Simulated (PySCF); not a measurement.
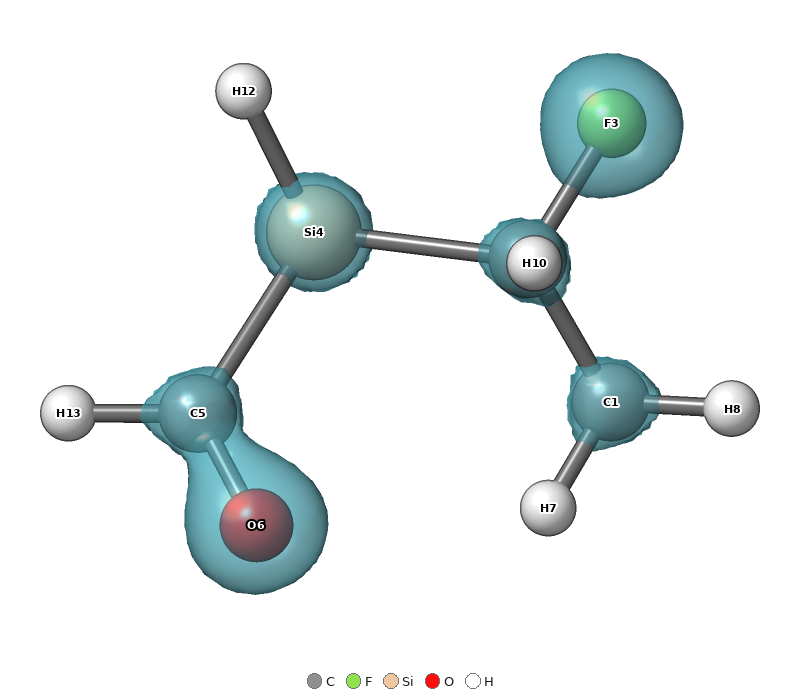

The picture shows: C3H7FOSi. Isosurface of the electron density at 2 e/Å³ (cyan), seen at a tilt.

Geometry: GFN2-xTB.

Method: CAM-B3LYP/def2-SVPD, SCF density, gas phase (PySCF).

The calculation's input:

```
{"job": {"kind": "uv", "xc": "CAM-B3LYP", "basis": "def2-SVPD", "nstates": 8, "ntriplets": 3}, "charge": 0, "multiplicity": 1}
C     -1.435589     0.550945    -0.706887
C     -0.742499     0.450156     0.643109
F     -1.685305     0.094116     1.610460
Si     0.680182    -0.839198     0.702670
C      2.023691    -0.248612    -0.543293
O      1.895718     0.696908    -1.278247
H     -0.713729     0.865375    -1.455235
H     -2.243977     1.278532    -0.666110
H     -1.853072    -0.411623    -0.993854
H     -0.391575     1.443655     0.951777
H      0.215774    -2.155031     0.259400
H      1.278757    -0.890535     2.036397
H      2.967234    -0.834203    -0.577914
```

Command:

```sh
OMP_NUM_THREADS=1 python probes_run.py task.json out
```

Question: How is the density connected at this value?

Answer: At this value the surface falls into ten separate pieces. It bridges the sampled C–O (1.20 Å) contacts, where the density stays above the isovalue. It is pinched off along the sampled C–F (1.40 Å), C–C (1.52 Å) and C–Si (1.92 Å) contacts. On the grid the lowest density along these lines, outside the cores, is 2.8 e/Å³ (C–O, 1.20 Å), 1.5 e/Å³ (C–F, 1.40 Å), 1.7 e/Å³ (C–C, 1.52 Å) and 0.78 e/Å³ (C–Si, 1.92 Å).
